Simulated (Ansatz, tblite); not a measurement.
# Al(H2S)F3 (AlF3H2S): one state, many levels

Aim: run the singlet of Al(H2S)F3 (AlF3H2S) at one geometry on many levels, and compare frontier levels, spin and run time.

Program: Ansatz 0.2.0, Gaussian basis. Level of theory: as each input shows. These are calculated values, not measurements.

Plan: GFN1-xTB, GFN2-xTB, PBE-D4/def2-TZVP, r2SCAN-D4/def2-TZVP, HF/def2-TZVP, B2PLYP/def2-TZVP, B3LYP-D4/def2-TZVP, LC-ωPBE/def2-TZVP, ωB97M-V/def2-TZVP, LDA/def2-TZVP, BLYP-D4/def2-TZVP, PBE-D4/def2-SVP, PBE0-D4/def2-SVP, HF/6-31G, B3LYP-D4/6-31G, PBE0-D4/def2-TZVPD, PBE-D4/def2-TZVPD, r2SCAN-D4/def2-TZVPD, CCSD(T)/def2-TZVPP, MP2/def2-TZVP, RPA/def2-TZVP.

### Step 1. The structure

The singlet was relaxed beforehand with PBE-D4/def2-SVP.

7 atoms, charge 0, spin multiplicity 1.

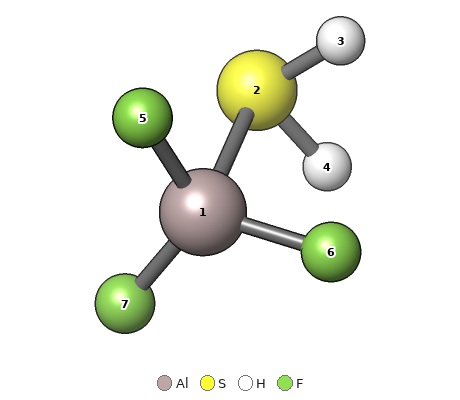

The geometry (aluminium light grey, sulfur yellow, hydrogen white, fluorine green); atoms are numbered from 1 in the order of the file.

PBE0-D4/def2-TZVP was run before; its log isn't repeated, and its numbers join the tables.

### Step 2. GFN1-xTB

Tight binding, by tblite at 300 K electronic temperature and without a spin-polarisation term:

```python
tblite.interface.Calculator('GFN1-xTB', numbers, positions, charge=0, uhf=0).singlepoint()
```

Energy -590.8690 eV, HOMO -13.31 eV, LUMO -8.06 eV; 0.005 s.

### Step 3. GFN2-xTB

Tight binding, by tblite at 300 K electronic temperature and without a spin-polarisation term:

```python
tblite.interface.Calculator('GFN2-xTB', numbers, positions, charge=0, uhf=0).singlepoint()
```

Energy -538.6217 eV, HOMO -12.66 eV, LUMO -7.19 eV; 0.004 s.

### Step 4. PBE-D4/def2-TZVP

start.molden holds the orbitals of an earlier run on this state, given as this run's starting guess.

Contents of in.yaml:

```yaml
crystal:
  periodic: [false, false, false]
  atoms:
    - {symbol: Al, position_ang: [0.136415, -0.233492, -0.996358]}
    - {symbol: S, position_ang: [0.151250, -0.251414, 1.508065]}
    - {symbol: H, position_ang: [0.516887, 1.060232, 1.603033]}
    - {symbol: H, position_ang: [-1.173965, 0.060527, 1.606011]}
    - {symbol: F, position_ang: [1.785752, -0.198127, -1.274315]}
    - {symbol: F, position_ang: [-0.698992, 1.208785, -1.179112]}
    - {symbol: F, position_ang: [-0.717347, -1.646512, -1.267334]}
basis:
  gaussian: {orbitals: def2-TZVP, initial_orbitals: start.molden}
hamiltonian: {xc: pbe, dispersion: d4}
scf: {omitted_lower_state_checks: [starts]}
output: {orbitals: {seedname: orbitals}}
```

Run with:

```bash
$ ansatz run in.yaml --threads 4 --pin off --events-out ev --progress --plain --max-ram 3916MiB
```

Further steps of the session: r2SCAN-D4/def2-TZVP; HF/def2-TZVP; B2PLYP/def2-TZVP; B3LYP-D4/def2-TZVP; LC-ωPBE/def2-TZVP; ωB97M-V/def2-TZVP; LDA/def2-TZVP; BLYP-D4/def2-TZVP; PBE-D4/def2-SVP; PBE0-D4/def2-SVP; HF/6-31G; B3LYP-D4/6-31G; PBE0-D4/def2-TZVPD; PBE-D4/def2-TZVPD; r2SCAN-D4/def2-TZVPD; CCSD(T)/def2-TZVPP; MP2/def2-TZVP; RPA/def2-TZVP.

Q: Predict the results of all the runs planned. Wanted: gap in def2-TZVP, named functionals and Hartree-Fock, smallest and largest; correlation energy, CCSD(T)/def2-TZVPP; correlation energy, MP2/def2-TZVP; binding an atom, CCSD(T)/def2-TZVPP; PBE0 total energy, smallest basis above largest.

As calculated:

| quantity | value |
| --- | --- |
| gap in def2-TZVP, named functionals and Hartree-Fock, smallest and largest | 6.22 eV (BLYP-D4), 15.60 eV (HF) |
| correlation energy, CCSD(T)/def2-TZVPP | -29.28 eV |
| correlation energy, MP2/def2-TZVP | -27.57 eV |
| binding an atom, CCSD(T)/def2-TZVPP | 3.793 eV |
| PBE0 total energy, smallest basis above largest | 16.71 eV (def2-SVP, def2-TZVPD) |

**Reading.** Over the named functionals and Hartree-Fock in def2-TZVP the gap runs from 6.22 eV (BLYP-D4) to 15.60 eV (HF); exact exchange widens it. A small miss in a minimal or small basis is a cancelling of errors, not accuracy. The functionals in def2-TZVP miss CCSD(T)/def2-TZVPP by -0.001 (PBE0-D4) to +0.609 eV (LDA) an atom. CCSD(T)/def2-TZVPP isn't at the basis-set limit; small misses against it rank nothing.
